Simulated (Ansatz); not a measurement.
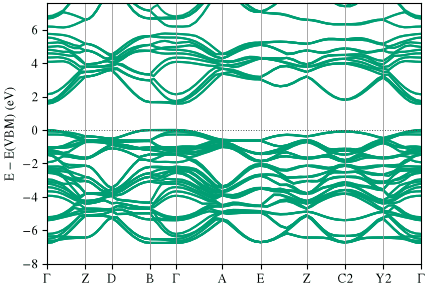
Figure: Band structure from PBEsol with spin–orbit coupling (plane waves, PAW; program Ansatz)

The gap is 1.57 eV; an edge lies off the plotted path or next to a special point (maximum at Γ, minimum on the Y2–Γ line, 96 % of the way from Y2).

The material is WO₃ in space group P2_1/c (No. 14; W on 4e, O on 4e, O on 4e, O on 4e).

The workflow started from a Materials Project entry (that database holds measured and hypothetical structures alike); the Crystallography Open Database files this formula in space group No. 14, but the cells were not matched. Whether it is the stable phase at ambient conditions was not checked. The cell was relaxed with PBEsol under the symmetry of its start; its stability against distortions is not shown here. No spin polarisation was allowed. No Hubbard U is applied.

Potentials: the later of the program's two PAW sets.
